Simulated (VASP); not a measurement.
Band structure of Tb3Hg (space group Pm-3m). Computed with PBEsol GGA, VASP's PBE PAW potentials (set 64) (plane waves; VASP 6.6.1).

The 4f electrons are frozen in the core of the lanthanide potential, so 4f levels, which can set the real gap, and their magnetism are missing.  Unless said otherwise, spin-orbit coupling is left out, though it shifts the bands of the heavy elements here.

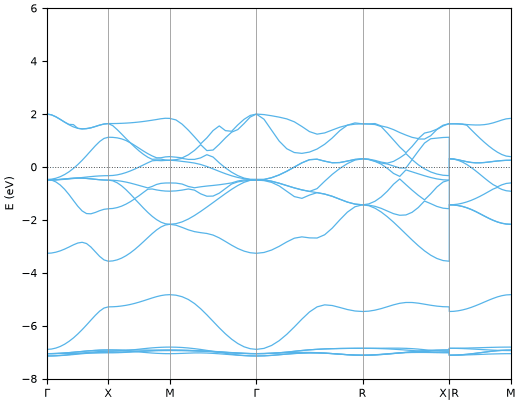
*Bands along high-symmetry lines, zero at the valence-band maximum or, without a gap, the Fermi level*

Problem. Read the plot: is there a gap, and where are the band edges?

Solution. It has no gap at this level: it comes out as a metal or semimetal. (Edges off the drawn lines would not show.)

The structure comes from a computed database's Tb3Hg entry (Pm-3m); how it stands against other phases isn't given here. It was relaxed first, which changed the volume by -7 %. The electron count is odd and the run is not spin-polarised, which forces a metal.
